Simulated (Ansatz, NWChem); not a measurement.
**Predicting a hybrid from its neighbours: CS (carbon monosulfide)**

The species is CS (2 atoms), meant as a singlet with charge 0. As SMILES, `[C-]#[S+]`. Geometry: the measured bond length.

The electronic atomisation energy y, in eV, basis cc-pVTZ; a is the functional's share of exact exchange. Programs: Ansatz 0.2.0, NWChem 7.3.0.

| functional | program | a | y (eV) |
| --- | --- | --- | --- |
| PBE | Ansatz | 0 | 7.71 |
| TPSS | NWChem | 0 | 7.29 |
| B3LYP | Ansatz | 0.2 | 7.13 |
| r2SCAN0 | Ansatz | 0.25 | 6.83 |
| PBE0 | Ansatz | 0.25 | ? |
| BHLYP | Ansatz | 0.5 | 6.52 |

Question: Fit y = c + s·a to the known rows and predict PBE0.

Answer: 
1. Means of the 5 rows: a = 0.1900, y = 7.096.
2. Σ(Δa)² = 0.172, Σ(Δa·Δy) = -0.3477, so the slope is -0.3477/0.172 = -2.0215.
3. Intercept: 7.096 − (-2.0215) × 0.1900 = 7.480. The largest residual of the fit is 0.23.
4. PBE0: 7.480 + (-2.0215) × 0.25 = 6.97 eV.

The run gave 7.21 eV, so the prediction is off by -0.24 eV, about the scatter of the fit. The rows mix families of semi-local functionals, which the line can't see.

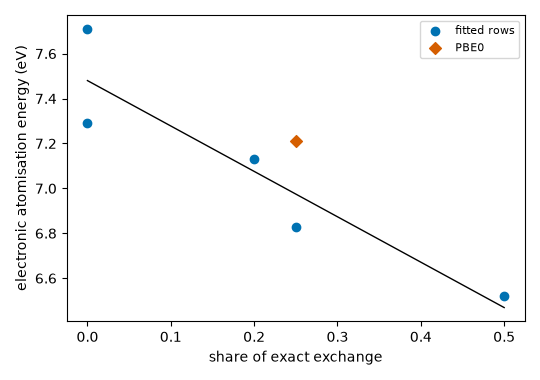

The fitted line, with the withheld row.
